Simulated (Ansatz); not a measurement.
The end point of a relaxation of GaN. Space group P6₃mc (No. 186), AFLOW prototype AB_hP8_186_ab_ab (B5, as in SiC). Calculation: PBEsol (plane waves to 420 eV, PAW, scalar-relativistic; Ansatz, a program for electronic structure).

Space group P6₃mc (No. 186); a = 3.1814 Å, b = 3.1814 Å, c = 10.3791 Å, α = 90.00°, β = 90.00°, γ = 120.00°

| atom | site | symmetry | x | y | z |
|---|---|---|---|---|---|
| Ga | 2a | 3m. | 0.0000 | 0.0000 | 0.0005 |
| Ga | 2b | 3m. | 0.3333 | 0.6667 | 0.2502 |
| N | 2a | 3m. | 0.0000 | 0.0000 | 0.3125 |
| N | 2b | 3m. | 0.3333 | 0.6667 | 0.0624 |

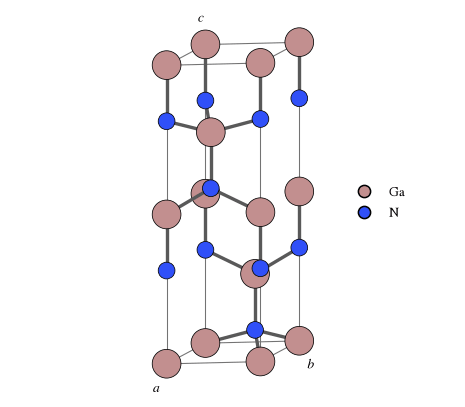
Figure: The conventional cell of the relaxed structure

```yaml
volume_per_atom: 11.37 Å³
band_gap: 1.79 eV, direct at Γ (no spin-orbit coupling)
shortest_distances: Ga–N 1.95 Å; Ga–Ga 3.18 Å; N–N 3.18 Å
k-mesh: 12×12×4
```

Band energies at high-symmetry points (eV from the VBM; labels of this space group; no spin-orbit coupling), from −5 eV up to 6.8 eV:

```tsv
point	energies
Γ	-3.90 -3.89 -1.02 -1.02 -0.55 -0.55 -0.52 -0.52 -0.02 0.00 0.00 1.79 3.97 4.28 4.40
M	-3.88 -3.17 -2.77 -1.97 -1.95 -1.89 -1.30 -1.00 3.67 3.97 5.27 5.66
K	-4.86 -4.86 -3.35 -3.35 -3.04 -2.21 -2.21 -1.51 5.85 5.85 6.34 6.78 6.78
A	-1.55 -1.55 -0.88 -0.88 -0.88 -0.88 -0.16 -0.16 -0.16 -0.16 2.96 2.96 4.42 4.42
L	-3.15 -3.15 -2.54 -2.54 -1.91 -1.91 -1.30 -1.30 4.28 4.28 5.07 5.07 6.74 6.74
H	-4.58 -4.58 -3.79 -3.79 -2.23 -2.23 -1.96 -1.96 5.41 5.41
```

No spin polarisation in the result.

The run could not lose the symmetry of its start; a randomly shaken copy of 8 atoms returns to this structure.

The first start was generated by placing the elements on the sites of a structure type. A measured structure of GaN has the same space group, P6₃mc (No. 186); the sites were not compared with it.
